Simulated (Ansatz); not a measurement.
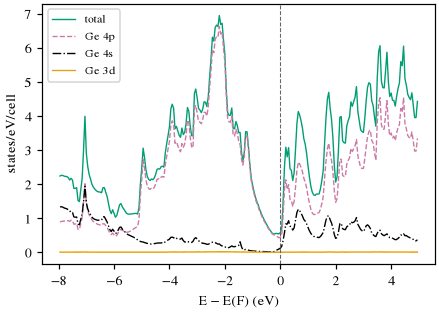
Fig. 1. Total and projected density of states of Ge in space group Ia-3 (No. 206; Ge on 16c), plane-wave PAW r²SCAN (Ansatz code)

Task: Which orbitals carry the states next to the Fermi level?

Result: Within 0.5 eV of the Fermi level: Ge 4p 72 %, Ge 4s 24 %. Projections are on Löwdin-orthogonalised atomic valence shells; empty p or d shells of many metals are not among them.

Task: Where is the tallest occupied peak in this window, and what makes it?

Result: Near -2.2 eV, about 6.9 states/eV per cell; the largest projected share is Ge 4p.

The workflow started from a Materials Project entry (that database holds measured and hypothetical structures alike); the Crystallography Open Database copy checked does not list it. It is not the phase usual at ambient conditions (space group No. 227). The cell was relaxed with r²SCAN under the symmetry of its start; its stability against distortions is not shown here. Spin–orbit coupling is left out wherever it is not named.

Potentials: the earlier of the program's two PAW sets. The files were generated under PBE; for other functionals the program regenerates the frozen cores, and for LDA and PBEsol the local potential too.
